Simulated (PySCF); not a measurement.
# Run report: C2H9ClOSi2, excited-state calculation

- system: C2H9ClOSi2, SMILES C[SiH2]O[SiH2]CCl
- method: TDDFT CAM-B3LYP/def2-SVPD, vertical, gas phase, core orbitals frozen in the response (PySCF 2.14.0)

The geometry comes from this level: PBE0-D3(BJ)/def2-SVP.

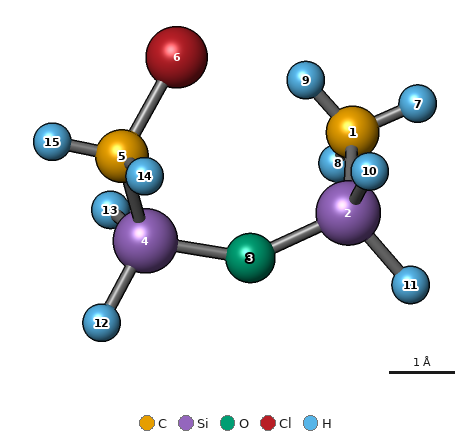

The structure as given in the input (ball-and-stick view, seen at a tilt; atoms are numbered from 1 in the order of the input).

Summary:

- outcome: converged
- total energy: −1195.653782 hartree
- HOMO: −9.49 eV
- LUMO: 0.86 eV
- dipole moment: 0.91 D
- mean polarisability: 92.18 a.u.
- lowest excitation: 6.71 eV
- hardware: 1 CPU thread, shared host
- wall time: 68 s
- peak memory: 0.99 GiB

The input:
```
{"job": {"kind": "uv", "xc": "CAM-B3LYP", "basis": "def2-SVPD", "dynamic": true, "nstates": 6, "ntriplets": 0}, "charge": 0, "multiplicity": 1}
C      2.332898     0.331371    -0.041252
Si     1.226289    -1.165565    -0.173634
O     -0.228808    -0.764936    -0.886063
Si    -1.523445     0.252956    -0.868372
C     -2.175440     0.432538     0.895653
Cl    -0.879648     1.075296     1.958634
H      3.298029     0.058761     0.414982
H      2.532850     0.762607    -1.034164
H      1.859944     1.101595     0.586614
H      0.967424    -1.760837     1.172074
H      1.850239    -2.206884    -1.042459
H     -2.608405    -0.326978    -1.712578
H     -1.149347     1.606554    -1.372833
H     -2.496795    -0.533406     1.312366
H     -3.026974     1.127779     0.948070
```

The first line tells a small driver script what to run in PySCF; the rest is the geometry in Å.

Run as:
```bash
OMP_NUM_THREADS=1 python <driver script> task.json out
```

What the program printed:
```
coarse grid: 13712 points
cycle   1  E = -1195.3838547109  dE =  2.970e-01  |g| = 7.538e-01  |ddm| = 4.875e+00
cycle   2  E = -1195.2876396472  dE =  9.622e-02  |g| = 1.057e+00  |ddm| = 1.959e+00
cycle   3  E = -1195.4985730084  dE = -2.109e-01  |g| = 8.019e-02  |ddm| = 1.026e+00
cycle   4  E = -1195.4998690657  dE = -1.296e-03  |g| = 3.391e-02  |ddm| = 1.675e-01
cycle   5  E = -1195.5001644255  dE = -2.954e-04  |g| = 6.369e-03  |ddm| = 5.191e-02
cycle   6  E = -1195.5001748812  dE = -1.046e-05  |g| = 1.330e-03  |ddm| = 1.401e-02
cycle   7  E = -1195.5001753875  dE = -5.063e-07  |g| = 5.920e-04  |ddm| = 3.190e-03
final grid: 117576 points
cycle   8  E = -1195.6537792497  dE = -1.592e-05  |g| = 3.294e-03  |ddm| = 4.440e-02
cycle   9  E = -1195.6537789398  dE =  3.099e-07  |g| = 3.565e-03  |ddm| = 8.817e-03
cycle  10  E = -1195.6537819691  dE = -3.029e-06  |g| = 3.566e-04  |ddm| = 3.975e-03
cycle  11  E = -1195.6537819919  dE = -2.284e-08  |g| = 1.520e-04  |ddm| = 5.157e-04
cycle  12  E = -1195.6537819966  dE = -4.684e-09  |g| = 3.452e-05  |ddm| = 2.287e-04
cycle  13  E = -1195.6537819969  dE = -3.135e-10  |g| = 8.950e-06  |ddm| = 5.600e-05
```

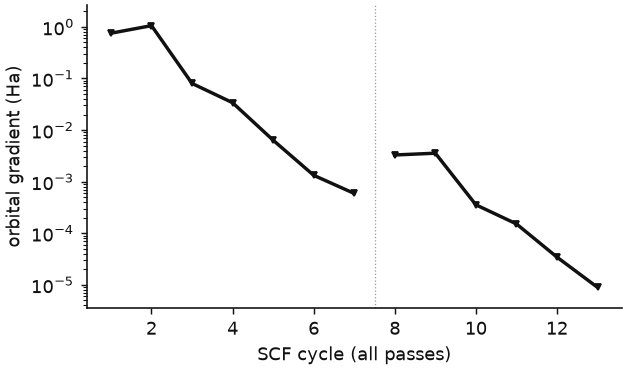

Convergence of the self-consistent field: orbital gradient against the SCF cycle. The dotted line marks the change from a coarse to the final integration grid. The first 7 cycles use a coarse grid, the final grid takes over at cycle 8, and the field converges after 13 cycles in all.

```
converged SCF energy = -1195.6537819969

Static polarisability (au): isotropic 92.184, principal 83.775 93.380 99.397

Singlet excitations
state   eV       nm        f      main configurations
  1   6.7103    184.8   0.02151   H->L 0.77
  2   7.1681    173.0   0.00398   H-2->L 0.58, H-3->L 0.18
  3   7.5394    164.4   0.00663   H->L+1 0.51, H->L+2 0.26
  4   7.6546    162.0   0.00941   H-1->L+2 0.34, H-1->L 0.26, H-1->L+1 0.16
  5   7.7663    159.6   0.01815   H->L+2 0.30, H->L+1 0.22, H->L+3 0.13
  6   8.1250    152.6   0.00752   H-1->L 0.27, H-1->L+1 0.17, H-2->L+1 0.12
```

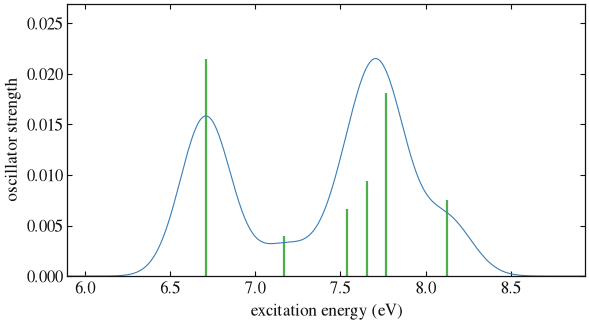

Computed excitations as sticks (degenerate states added up, dark ones marked on the axis), with a Gaussian envelope of 0.35 eV full width at half maximum, scaled to the tallest. Of the 6 states the lowest lies at 6.71 eV (f = 0.022); the strongest line is at 6.71 eV, or 185 nm (f = 0.022).

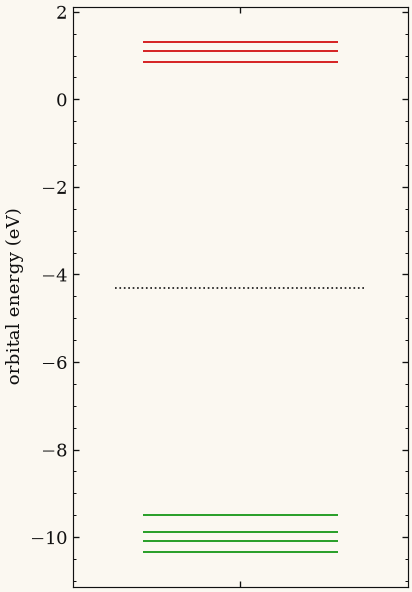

Orbital energies near the frontier; the dotted line parts filled from empty levels, and levels within 0.02 eV of each other stand side by side. Highest filled −9.49 eV, lowest empty 0.86 eV, 10.35 eV apart.
